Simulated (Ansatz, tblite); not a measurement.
# Ga7Sb7 zinc blende off sphere (Ga7Sb7H20): charged states by level of theory

Aim: the energy of removing and adding an electron for Ga7Sb7 zinc blende off sphere (Ga7Sb7H20), by energy differences, and how well orbital energies stand in for it.

Computed with Ansatz 0.2.0, Gaussian basis. Level: as each input shows.

The runs, in order: charge +1 doublet, at the geometry of the singlet (PBE0-D4/def2-SVP, PBE-D4/def2-SVP, PBE-QIDH/def2-SVP); charge -1 doublet, at the geometry of the singlet (PBE0-D4/def2-SVP, PBE-D4/def2-SVP, PBE-QIDH/def2-SVP); the starting singlet's energies come from earlier runs.

2 further runs of the same task are left out: 1 that didn't finish, 1 set aside as unsound or not needed.

## Step 1: The geometry

The geometry is that of the singlet, from an earlier relaxation (PBE-D4/def2-SVP).

34 atoms, charge 0, spin multiplicity 1.

Atoms are counted from 1 here; the program's logs count them from 0.

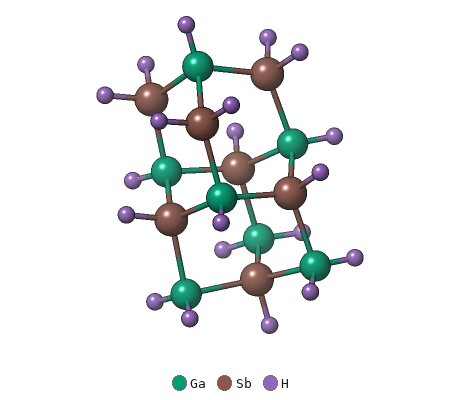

The structure; gallium teal, antimony brown, hydrogen purple.

Sb takes a core potential in the def2 sets. No spin-orbit coupling is included.

## Step 2: Charge +1 doublet at the fixed geometry, PBE0-D4/def2-SVP

The input, in.yaml:

```yaml
crystal:
  periodic: [false, false, false]
  atoms:
    - {symbol: Ga, position_ang: [0.825529, -4.064594, 0.820471]}
    - {symbol: Ga, position_ang: [-2.433485, 2.434844, -2.434584]}
    - {symbol: Ga, position_ang: [0.887051, -0.895233, -2.269714]}
    - {symbol: Ga, position_ang: [-2.274398, -0.893698, 0.891340]}
    - {symbol: Ga, position_ang: [0.828616, -0.830474, 4.059475]}
    - {symbol: Ga, position_ang: [0.893139, 2.265359, 0.892555]}
    - {symbol: Ga, position_ang: [4.067764, -0.826509, 0.821148]}
    - {symbol: Sb, position_ang: [-3.667821, 0.760744, -0.757754]}
    - {symbol: Sb, position_ang: [-0.675372, -2.315826, -0.670848]}
    - {symbol: Sb, position_ang: [2.192244, -2.190985, 2.182663]}
    - {symbol: Sb, position_ang: [-0.757830, 0.760434, -3.667940]}
    - {symbol: Sb, position_ang: [-0.754486, 3.664715, -0.760679]}
    - {symbol: Sb, position_ang: [2.312585, 0.666012, -0.672150]}
    - {symbol: Sb, position_ang: [-0.670186, 0.664691, 2.311857]}
    - {symbol: H, position_ang: [1.749824, -4.782747, -0.240901]}
    - {symbol: H, position_ang: [-0.228251, -4.784234, 1.752206]}
    - {symbol: H, position_ang: [-3.344197, 3.344767, -3.341432]}
    - {symbol: H, position_ang: [1.704164, -1.712394, -3.344878]}
    - {symbol: H, position_ang: [-3.349584, -1.709830, 1.709399]}
    - {symbol: H, position_ang: [-0.226089, -1.761311, 4.778567]}
    - {symbol: H, position_ang: [1.753255, 0.230124, 4.777906]}
    - {symbol: H, position_ang: [1.709554, 3.339929, 1.710778]}
    - {symbol: H, position_ang: [4.788046, -1.752390, -0.237082]}
    - {symbol: H, position_ang: [4.783926, 0.233763, 1.748022]}
    - {symbol: H, position_ang: [-4.818874, -0.068468, -1.730135]}
    - {symbol: H, position_ang: [-4.803788, 1.742591, 0.081578]}
    - {symbol: H, position_ang: [-1.753737, -3.115408, -1.750129]}
    - {symbol: H, position_ang: [3.182275, -3.190270, 3.174188]}
    - {symbol: H, position_ang: [-1.728983, -0.069684, -4.819415]}
    - {symbol: H, position_ang: [0.084796, 1.739631, -4.803433]}
    - {symbol: H, position_ang: [0.087375, 4.798967, -1.742093]}
    - {symbol: H, position_ang: [-1.724976, 4.817964, 0.067897]}
    - {symbol: H, position_ang: [3.109013, 1.744878, -1.753118]}
    - {symbol: H, position_ang: [-1.744199, 1.743344, 3.117636]}
basis:
  gaussian: {orbitals: def2-SVP, fitting: {mean_field: def2-universal-jkfit}}
total_charge: 1
magnetization: {spin_polarized: true, initial_magnetization: 1}
hamiltonian: {xc: pbe0, dispersion: d4}
scf: {omitted_lower_state_checks: [starts]}
output: {orbitals: {seedname: orbitals}}
```

Started as:

```sh
ansatz run in.yaml --threads 2 --pin off --events-out ev --progress --plain --max-ram 32768MiB --backend cuda --devices 0, --max-vram 18GiB
```

Output:

```text
Functional definition: PBE0
  name "PBE0"
  cite "Adamo & Barone, J. Chem. Phys. 110, 6158 (1999) doi:10.1063/1.478522"
  cite "Perdew, Burke & Ernzerhof, Phys. Rev. Lett. 77, 3865 (1996) doi:10.1103/PhysRevLett.77.3865"
  parent pbe
  parameter a = 0.25
  parameter kappa = 0.804
  parameter beta = 0.06672455060314922
  exchange = (1 - a)*pbe_x(kappa = kappa, mu = beta*pi^2/3) + a*exact_x
  correlation = pbe_c(beta = beta)
these checks for a lower state are left out or cut short: starts
3748 factors; integrals over basis functions are off by at most 3.5e-1 eV
mean field evaluation 1: about -412636.1715 eV, gradient 3.2e1 eV
mean field evaluation 2: about -412633.2929 eV, gradient 4.0e1 eV
mean field evaluation 4: about -412638.8172 eV, gradient 8.4e0 eV
mean field evaluation 8: about -412639.5388 eV, gradient 4.4e-1 eV
mean field evaluation 16: about -412639.5541 eV, gradient 8.1e-2 eV
mean field evaluation 32: about -412639.5567 eV, gradient 8.9e-6 eV
mean field -412639.55666066 eV, -15164.2240101421 hartree, gradient 3.1e-6 eV, S^2 0.754313; 0 other end points of the search recorded, 0 dependent functions left out
reference -412639.55673339 eV, -15164.2240128149 hartree; 199, 198 occupied and 307, 308 virtual orbitals, 3748 factors
Total energy: -412641.96714678 eV, -15164.3125938731 hartree
Checks for a lower state left out: starts
```

Wall time 27 s (1 × H100 (card shared with other runs) with 2 threads of AMD EPYC 7R13, shared host); peak host memory 1.2 GiB.

HOMO -9.85 eV, LUMO -8.98 eV (over both spins); ⟨S²⟩ 0.754 (pure: 0.75).

## Step 3: Charge +1 doublet at the fixed geometry, PBE-D4/def2-SVP

start.molden holds the orbitals of an earlier run on this state, given as this run's starting guess.

Edit in.yaml of step 2 so:

```diff
@@ -38,6 +38,6 @@
 basis:
-  gaussian: {orbitals: def2-SVP, fitting: {mean_field: def2-universal-jkfit}}
+  gaussian: {orbitals: def2-SVP, fitting: {mean_field: def2-universal-jkfit}, initial_orbitals: start.molden}
 total_charge: 1
 magnetization: {spin_polarized: true, initial_magnetization: 1}
-hamiltonian: {xc: pbe0, dispersion: d4}
+hamiltonian: {xc: pbe, dispersion: d4}
 scf: {omitted_lower_state_checks: [starts]}
```

The command is unchanged.

Output:

```text
Functional definition: PBE
  name "PBE"
  cite "Perdew, Burke & Ernzerhof, Phys. Rev. Lett. 77, 3865 (1996) doi:10.1103/PhysRevLett.77.3865"
  parent pbe
  parameter kappa = 0.804
  parameter beta = 0.06672455060314922
  exchange = pbe_x(kappa = kappa, mu = beta*pi^2/3)
  correlation = pbe_c(beta = beta)
these checks for a lower state are left out or cut short: starts
3748 factors; integrals over basis functions are off by at most 3.5e-1 eV
mean field evaluation 1: about -412628.2738 eV, gradient 1.0e1 eV
mean field evaluation 2: about -412628.8620 eV, gradient 6.4e-1 eV
mean field evaluation 4: about -412628.8946 eV, gradient 4.5e-1 eV
mean field evaluation 8: about -412628.8977 eV, gradient 1.0e-2 eV
mean field evaluation 16: about -412628.8977 eV, gradient 1.7e-3 eV
mean field -412628.89773322 eV, -15163.8323017836 hartree, gradient 2.9e-6 eV, S^2 0.751241; 0 other end points of the search recorded, 0 dependent functions left out
reference -412628.89783054 eV, -15163.8323053599 hartree; 199, 198 occupied and 307, 308 virtual orbitals, 3748 factors
Total energy: -412631.52597835 eV, -15163.9288880104 hartree
Checks for a lower state left out: starts
```

Wall time 31 s (1 × H100 (card shared with other runs) with 2 threads of AMD EPYC 7R13, shared host); peak host memory 1.2 GiB.

HOMO -9.04 eV, LUMO -9.08 eV (over both spins; with the spin held, an empty level of the minority spin lies below the top filled one); ⟨S²⟩ 0.751 (pure: 0.75).

## Step 4: Charge +1 doublet at the fixed geometry, PBE-QIDH/def2-SVP

Edit in.yaml of step 3 so:

```diff
@@ -41,4 +41,3 @@
 magnetization: {spin_polarized: true, initial_magnetization: 1}
-hamiltonian: {xc: pbe, dispersion: d4}
+hamiltonian: {xc: {name: PBE-QIDH}}
 scf: {omitted_lower_state_checks: [starts]}
-output: {orbitals: {seedname: orbitals}}
```

Same command.

Output, shortened:

```text
Functional definition: PBE-QIDH
  name "PBE-QIDH"
  cite "Brémond, Sancho-García, Pérez-Jiménez & Adamo, J. Chem. Phys. 141, 031101 (2014) doi:10.1063/1.4890314"
  cite "Perdew, Burke & Ernzerhof, Phys. Rev. Lett. 77, 3865 (1996) doi:10.1103/PhysRevLett.77.3865"
[...]
3748 factors; integrals over basis functions are off by at most 3.5e-1 eV
[...]
mean field -412495.21479942 eV, -15158.9195445800 hartree, gradient 2.3e-6 eV, S^2 0.763701; 0 other end points of the search recorded, 0 dependent functions left out
91 core orbitals not correlated: weight in the atoms' cores, before any rotation towards them, 1.000 or more for the frozen orbitals, at most 0.000 for the correlated occupied ones
reference -412495.21482911 eV, -15158.9195456711 hartree; 108, 107 occupied and 307, 308 virtual orbitals, 3748 factors
second order -75.65744787 eV of doubles, -0.00000000 eV of singles
Total energy: -412520.43397841 eV, -15159.8463323134 hartree
Checks for a lower state left out: starts
```

It took 36 s on 1 × H100 (card shared with other runs) with 2 threads of AMD EPYC 7R13, shared host; peak host memory 3.5 GiB.

Report: ⟨S²⟩ 0.764 (pure: 0.75).

## Step 5: Vertical ionisation energy

Charged state less starting state, singlet to doublet; the starting state's energies are those of its earlier runs.

```tsv
level	vertical ionisation energy (eV)	time
PBE-D4/def2-SVP	+7.57	44 s
PBE0-D4/def2-SVP	+7.91	46 s
PBE-QIDH/def2-SVP	+8.09	57 s
```

Times add the two runs; a level without a time comes out of a correlated run.

Beside −ε(HOMO) of the starting state:

```tsv
level	−ε(HOMO) (eV)	by difference (eV)	mismatch (eV)
PBE-D4/def2-SVP	5.77	7.57	-1.80
PBE0-D4/def2-SVP	6.69	7.91	-1.23
```

## Step 6: Charge -1 doublet at the fixed geometry, PBE0-D4/def2-SVP

Edit in.yaml of step 4 so:

```diff
@@ -38,6 +38,7 @@
 basis:
-  gaussian: {orbitals: def2-SVP, fitting: {mean_field: def2-universal-jkfit}, initial_orbitals: start.molden}
-total_charge: 1
+  gaussian: {orbitals: def2-SVP, fitting: {mean_field: def2-universal-jkfit}}
+total_charge: -1
 magnetization: {spin_polarized: true, initial_magnetization: 1}
-hamiltonian: {xc: {name: PBE-QIDH}}
+hamiltonian: {xc: pbe0, dispersion: d4}
 scf: {omitted_lower_state_checks: [starts]}
+output: {orbitals: {seedname: orbitals}}
```

Same command.

Output, shortened:

```text
Functional definition: PBE0
  name "PBE0"
  cite "Adamo & Barone, J. Chem. Phys. 110, 6158 (1999) doi:10.1063/1.478522"
  cite "Perdew, Burke & Ernzerhof, Phys. Rev. Lett. 77, 3865 (1996) doi:10.1103/PhysRevLett.77.3865"
  parent pbe
[...]
3748 factors; integrals over basis functions are off by at most 3.5e-1 eV
[...]
mean field -412648.25165821 eV, -15164.5435454084 hartree, gradient 6.6e-6 eV, S^2 0.754242; 0 other end points of the search recorded, 0 dependent functions left out
reference -412648.25173320 eV, -15164.5435481642 hartree; 200, 199 occupied and 306, 307 virtual orbitals, 3748 factors
Total energy: -412650.79056007 eV, -15164.6368483307 hartree
Checks for a lower state left out: starts
```

It took 41 s on 1 × H100 (card shared with other runs) with 2 threads of AMD EPYC 7R13, shared host; peak host memory 1.2 GiB.

Report: HOMO 0.20 eV, LUMO 1.06 eV (over both spins); ⟨S²⟩ 0.754 (pure: 0.75). Doubts: highest occupied level lies above zero.

## Step 7: Charge -1 doublet at the fixed geometry, PBE-D4/def2-SVP

Edit in.yaml of step 6 so:

```diff
@@ -38,6 +38,6 @@
 basis:
-  gaussian: {orbitals: def2-SVP, fitting: {mean_field: def2-universal-jkfit}}
+  gaussian: {orbitals: def2-SVP, fitting: {mean_field: def2-universal-jkfit}, initial_orbitals: start.molden}
 total_charge: -1
 magnetization: {spin_polarized: true, initial_magnetization: 1}
-hamiltonian: {xc: pbe0, dispersion: d4}
+hamiltonian: {xc: pbe, dispersion: d4}
 scf: {omitted_lower_state_checks: [starts]}
```

Same command.

Output:

```text
Functional definition: PBE
  name "PBE"
  cite "Perdew, Burke & Ernzerhof, Phys. Rev. Lett. 77, 3865 (1996) doi:10.1103/PhysRevLett.77.3865"
  parent pbe
  parameter kappa = 0.804
  parameter beta = 0.06672455060314922
  exchange = pbe_x(kappa = kappa, mu = beta*pi^2/3)
  correlation = pbe_c(beta = beta)
these checks for a lower state are left out or cut short: starts
3748 factors; integrals over basis functions are off by at most 3.5e-1 eV
mean field evaluation 1: about -412636.7950 eV, gradient 1.0e1 eV
mean field evaluation 2: about -412637.3670 eV, gradient 5.4e-1 eV
mean field evaluation 4: about -412637.3856 eV, gradient 1.9e-1 eV
mean field evaluation 8: about -412637.3934 eV, gradient 2.5e-2 eV
mean field evaluation 16: about -412637.3935 eV, gradient 2.0e-4 eV
mean field -412637.39347984 eV, -15164.1445147133 hartree, gradient 2.4e-6 eV, S^2 0.751326; 0 other end points of the search recorded, 0 dependent functions left out
reference -412637.39358036 eV, -15164.1445184073 hartree; 200, 199 occupied and 306, 307 virtual orbitals, 3748 factors
Total energy: -412640.16276360 eV, -15164.2462840141 hartree
Checks for a lower state left out: starts
```

It took 22 s on 1 × H100 (card shared with other runs) with 2 threads of AMD EPYC 7R13, shared host; peak host memory 1.2 GiB.

Report: HOMO 0.48 eV, LUMO 0.49 eV (over both spins); ⟨S²⟩ 0.751 (pure: 0.75). Doubts: highest occupied level lies above zero.

## Step 8: Charge -1 doublet at the fixed geometry, PBE-QIDH/def2-SVP

Edit in.yaml of step 7 so:

```diff
@@ -41,4 +41,3 @@
 magnetization: {spin_polarized: true, initial_magnetization: 1}
-hamiltonian: {xc: pbe, dispersion: d4}
+hamiltonian: {xc: {name: PBE-QIDH}}
 scf: {omitted_lower_state_checks: [starts]}
-output: {orbitals: {seedname: orbitals}}
```

The command is unchanged.

Output, shortened:

```text
Functional definition: PBE-QIDH
  name "PBE-QIDH"
  cite "Brémond, Sancho-García, Pérez-Jiménez & Adamo, J. Chem. Phys. 141, 031101 (2014) doi:10.1063/1.4890314"
  cite "Perdew, Burke & Ernzerhof, Phys. Rev. Lett. 77, 3865 (1996) doi:10.1103/PhysRevLett.77.3865"
[...]
3748 factors; integrals over basis functions are off by at most 3.5e-1 eV
[...]
mean field -412503.49925388 eV, -15159.2239926659 hartree, gradient 1.6e-6 eV, S^2 0.760306; 0 other end points of the search recorded, 0 dependent functions left out
91 core orbitals not correlated: weight in the atoms' cores, before any rotation towards them, 1.000 or more for the frozen orbitals, at most 0.000 for the correlated occupied ones
reference -412503.49928433 eV, -15159.2239937848 hartree; 109, 108 occupied and 306, 307 virtual orbitals, 3748 factors
second order -77.09424093 eV of doubles, -0.00000000 eV of singles
Total energy: -412529.19736464 eV, -15160.1683808174 hartree
Checks for a lower state left out: starts
```

It took 28 s on 1 × H100 (card shared with other runs) with 2 threads of AMD EPYC 7R13, shared host; peak host memory 3.5 GiB.

Report: ⟨S²⟩ 0.760 (pure: 0.75).

## Step 9: Vertical electron affinity

Starting state less charged state (positive: the electron is bound), singlet to doublet; the starting state's energies are those of its earlier runs.

```tsv
level	vertical electron affinity (eV)	time
PBE-D4/def2-SVP	+1.07	34 s
PBE0-D4/def2-SVP	+0.91	60 s
PBE-QIDH/def2-SVP	+0.68	50 s
```

Times add the two runs; a level without a time comes out of a correlated run.

Beside −ε(LUMO) of the starting state:

```tsv
level	−ε(LUMO) (eV)	by difference (eV)	mismatch (eV)
PBE-D4/def2-SVP	2.49	1.07	+1.42
PBE0-D4/def2-SVP	1.87	0.91	+0.96
```

## Step 10: Summary of results

```
                                           quantity                                value
vertical ionisation energy, functionals in def2-SVP  7.57 (PBE-D4) to 8.09 eV (PBE-QIDH)
vertical electron affinity, functionals in def2-SVP  0.68 (PBE-QIDH) to 1.07 eV (PBE-D4)
```

What this shows: The vertical ionisation energy spans 7.57 to 8.09 eV over the functionals. −ε(HOMO) misses the level's own difference by -1.23 eV at best (PBE0-D4) and -1.80 eV at worst (PBE-D4). The vertical electron affinity spans 0.68 to 1.07 eV over the functionals. −ε(LUMO) misses the level's own difference by +0.96 eV at best (PBE0-D4) and +1.42 eV at worst (PBE-D4).
